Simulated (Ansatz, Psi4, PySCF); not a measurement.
Intermolecular potential of H6Si2 ··· H4OSi (SMILES [SiH3][SiH3] and O[SiH3]). Monomers: optimised at B3LYP-D3(BJ) (def2-TZVP), held rigid. Orientation: a higher rigid-body minimum at GFN2-xTB. The monomers approach along the line of their centres of mass (distance R); nothing else relaxes.

Geometry at R = 3.85 Å (first 8 atoms: monomer A):
```
14

Si    -1.1657     0.1209    -0.0207
Si     1.1657    -0.1210     0.0207
H     -1.7610    -0.8010    -1.0185
H     -1.5322     1.5119    -0.3828
H     -1.7389    -0.1886     1.3118
H      1.5324    -1.5112     0.3853
H      1.7611     0.8029     1.0166
H      1.7386     0.1861    -1.3125
Si     0.3893    -2.8378    -2.9961
O     -0.1124    -1.2751    -3.1886
H      1.8546    -2.9187    -2.7747
H      0.0579    -3.6685    -4.1806
H     -0.3260    -3.3477    -1.8102
H      0.2453    -0.7637    -3.9179
```

Levels: SAPT0/jun-cc-pVDZ, frozen core (Psi4); RHF/STO-3G = PySCF with restricted Hartree-Fock/STO-3G, no counterpoise correction; RKS-B3LYP/6-31G* = PySCF with restricted B3LYP/6-31G*, spherical d, no counterpoise correction; PBE-D3(BJ)/def2-TZVP, counterpoise-corrected (Psi4); CCSD/aug-cc-pVDZ = CCSD on RHF/aug-cc-pVDZ, frozen core, counterpoise-corrected run with Ansatz (a first-principles code).

Interaction energies in kJ/mol (negative: bound); R is the distance of the centres of mass, d the H3···O10 distance.

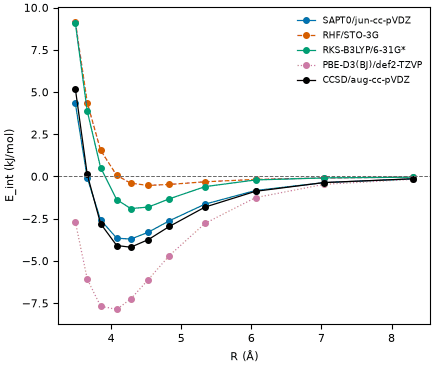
Figure: Interaction energy against separation.

```tsv
R / Å	d / Å	SAPT0/jun-cc-pVDZ	RHF/STO-3G	RKS-B3LYP/6-31G*	PBE-D3(BJ)/def2-TZVP	CCSD/aug-cc-pVDZ
3.49	2.50	4.33	9.18	9.08	-2.68	5.19
3.66	2.62	-0.08	4.37	3.87	-6.08	0.12
3.85	2.77	-2.58	1.55	0.53	-7.68	-2.79
4.08	2.95	-3.65	0.07	-1.37	-7.87	-4.09
4.28	3.11	-3.71	-0.40	-1.90	-7.26	-4.19
4.53	3.32	-3.30	-0.53	-1.81	-6.11	-3.74
4.83	3.57	-2.63	-0.47	-1.32	-4.69	-2.96
5.34	4.02	-1.64	-0.31	-0.60	-2.78	-1.81
6.06	4.68	-0.83	-0.18	-0.21	-1.25	-0.88
7.04	5.60	-0.36	-0.09	-0.08	-0.46	-0.36
8.31	6.81	-0.15	-0.04	-0.04	-0.17	-0.14
```

Lowest grid point: SAPT0/jun-cc-pVDZ -3.71 kJ/mol at R = 4.28 Å; RHF/STO-3G -0.53 kJ/mol at R = 4.53 Å; RKS-B3LYP/6-31G* -1.90 kJ/mol at R = 4.28 Å; PBE-D3(BJ)/def2-TZVP -7.87 kJ/mol at R = 4.08 Å; CCSD/aug-cc-pVDZ -4.19 kJ/mol at R = 4.28 Å.
